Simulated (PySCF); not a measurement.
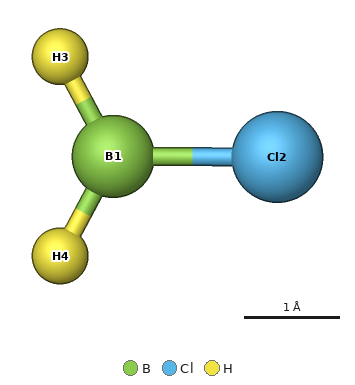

Fig. 1: The structure (ball-and-stick view, seen on its broad side; atoms are numbered from 1 in the order of the input). Bond lengths as drawn: B–Cl 1.73 Å and B–H 1.19 Å.

Single-point calculation of BH$_{2}$Cl

The run: single-point calculation of BH$_{2}$Cl, SMILES BCl. Method and program: B3LYP/def2-QZVPP, RKS (PySCF 2.14.0).

The geometry comes from this level: PBE0-D4/def2-TZVP.

### What the program printed
```
PySCF version 2.14.0

[INPUT] num. atoms = 4
[INPUT] num. electrons = 24
[INPUT] charge = 0
[INPUT] spin (= nelec alpha-beta = 2S) = 0
[INPUT] symmetry False subgroup None
[INPUT] Mole.unit = angstrom
[INPUT] Symbol           X                Y                Z      unit          X                Y                Z       unit  Magmom
[INPUT]  1 B     -0.116700000000   0.021700000000  -0.075300000000 AA   -0.220531038737   0.041007056903  -0.142296377180 Bohr   0.0
[INPUT]  2 Cl     1.365000000000  -0.395300000000   0.721200000000 AA    2.579476160031  -0.747008737041   1.362870481036 Bohr   0.0
[INPUT]  3 H     -1.106200000000  -0.559500000000   0.240400000000 AA   -2.090415038994  -1.057301766694   0.454290160345 Bohr   0.0
[INPUT]  4 H     -0.086600000000   0.872800000000  -0.906600000000 AA   -0.163650282387   1.649352961520  -1.713225704531 Bohr   0.0

nuclear repulsion = 37.7830159999581
number of shells = 59
number of NR pGTOs = 248
number of NR cGTOs = 187
basis = def2-qzvpp
ecp = {}

******** <class 'pyscf.dft.rks.RKS'> ********
method = RKS
initial guess = minao
damping factor = 0
level_shift factor = 0
DIIS = <class 'pyscf.scf.diis.CDIIS'>
diis_start_cycle = 1
diis_space = 8
diis_damp = 0
SCF conv_tol = 1e-10
SCF conv_tol_grad = None
SCF max_cycles = 50
direct_scf = True
direct_scf_tol = 1e-13
XC library pyscf.dft.libxc version 7.0.0
    S. Lehtola, C. Steigemann, M. J.T. Oliveira, and M. A.L. Marques.,  SoftwareX 7, 1–5 (2018)
XC functionals = b3lyp
    P. J. Stephens, F. J. Devlin, C. F. Chabalowski, and M. J. Frisch.,  J. Phys. Chem. 98, 11623 (1994)
radial grids:
    Treutler-Ahlrichs [JCP 102, 346 (1995); DOI:10.1063/1.469408] (M4) radial grids

becke partition: Becke, JCP 88, 2547 (1988); DOI:10.1063/1.454033
pruning grids: <function nwchem_prune>
grids dens level: 4
symmetrized grids: False
atomic radii adjust function: <function treutler_atomic_radii_adjust>
small_rho_cutoff = 0
Set gradient conv threshold to 1e-05
Initial guess from minao.
tot grids = 88216
init E= -486.277740673247
  HOMO = -0.334077946129553  LUMO = -0.115571621369796  gap/eV = 5.94586
cycle= 1 E= -486.32159954792  delta_E= -0.0439  |g|= 0.196  |ddm|= 1.22
  HOMO = -0.286544833864514  LUMO = -0.0721768350525025  gap/eV = 5.83325
cycle= 2 E= -486.323038360364  delta_E= -0.00144  |g|= 0.141  |ddm|= 0.234
  HOMO = -0.312571175925353  LUMO = -0.0736438368286656  gap/eV = 6.50154
cycle= 3 E= -486.327163290758  delta_E= -0.00412  |g|= 0.0654  |ddm|= 0.13
  HOMO = -0.311561396922864  LUMO = -0.078263064869347  gap/eV = 6.34837
cycle= 4 E= -486.32805344223  delta_E= -0.00089  |g|= 0.011  |ddm|= 0.0366
  HOMO = -0.310399944897809  LUMO = -0.0765795755954741  gap/eV = 6.36258
cycle= 5 E= -486.328082225948  delta_E= -2.88e-05  |g|= 0.00204  |ddm|= 0.00686
  HOMO = -0.310385172981208  LUMO = -0.0766405483944368  gap/eV = 6.36052
cycle= 6 E= -486.328083211861  delta_E= -9.86e-07  |g|= 0.000111  |ddm|= 0.00113
  HOMO = -0.31039826897938  LUMO = -0.0766675355496318  gap/eV = 6.36014
cycle= 7 E= -486.328083215506  delta_E= -3.64e-09  |g|= 3.58e-05  |ddm|= 0.000121
  HOMO = -0.310395107020618  LUMO = -0.0766605314188524  gap/eV = 6.36024
cycle= 8 E= -486.328083215839  delta_E= -3.34e-10  |g|= 2.71e-06  |ddm|= 2.27e-05
  HOMO = -0.310395769258562  LUMO = -0.076661027323695  gap/eV = 6.36025
cycle= 9 E= -486.328083215839  delta_E= 2.27e-13  |g|= 4.86e-07  |ddm|= 3.17e-06
  HOMO = -0.310395645733285  LUMO = -0.0766610021530028  gap/eV = 6.36024
```

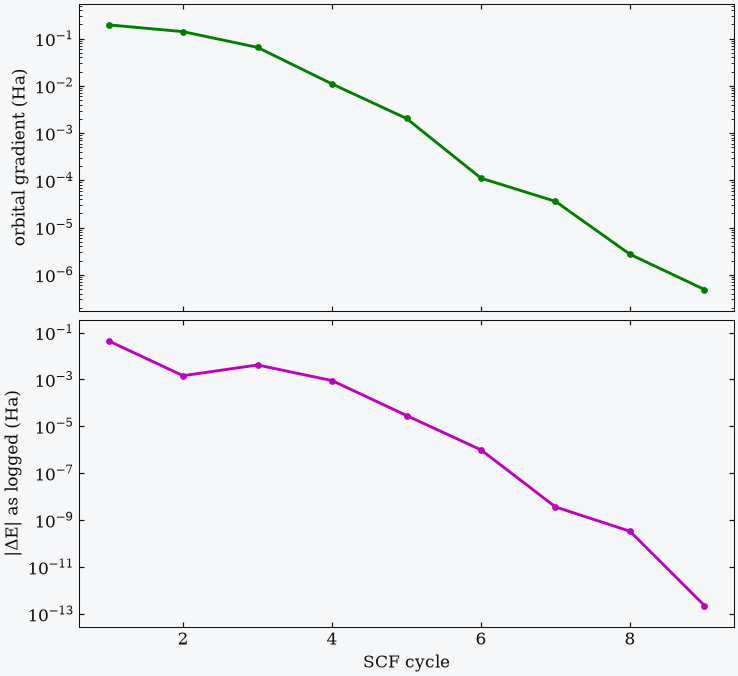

Fig. 2: Convergence of the self-consistent field: orbital gradient and size of the energy change against the SCF cycle. The residual falls at every step.

```
Extra cycle  E= -486.32808321584  delta_E= -4.55e-13  |g|= 4.68e-07  |ddm|= 6.83e-07
converged SCF energy = -486.32808321584
Final energy -486.3280832158397
```

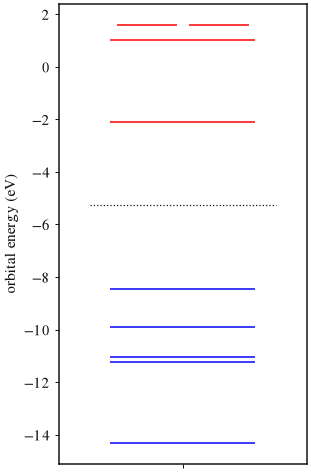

Fig. 3: Orbital energies near the frontier; the dotted line parts filled from empty levels, and levels within 0.02 eV of each other stand side by side. Highest filled −8.45 eV, lowest empty −2.09 eV, 6.36 eV apart.

The run was set up as follows.

### The input (calc.py)
```python
from pyscf import gto, dft

mol = gto.M(
    atom='''
B       -0.116700       0.021700      -0.075300
Cl       1.365000      -0.395300       0.721200
H       -1.106200      -0.559500       0.240400
H       -0.086600       0.872800      -0.906600
''',
    verbose=4,
    basis='def2-qzvpp',
    charge=0,
    max_memory=1860,
)

mf = dft.RKS(mol, xc='b3lyp')
mf.grids.level = 4
mf.conv_tol = 1e-10
mf.kernel()
if not mf.converged:
    mf = mf.newton().run(mf.mo_coeff, mf.mo_occ)

etot = mf.e_tot
print('Final energy', etot)
```

Launch command:
```bash
OMP_NUM_THREADS=1 python calc.py
```

### Results in brief

```json
{"quantity": "outcome", "value": "converged"}
{"quantity": "total energy", "value": "−486.328083 hartree"}
{"quantity": "basis functions", "value": "187"}
{"quantity": "HOMO", "value": "−8.45 eV"}
{"quantity": "LUMO", "value": "−2.09 eV"}
{"quantity": "dipole moment", "value": "0.56 D"}
{"quantity": "hardware", "value": "1 thread of Arm Neoverse V1, 24 GiB of memory available, shared host"}
{"quantity": "wall time", "value": "27 s"}
{"quantity": "peak memory", "value": "1.7 GiB"}
```
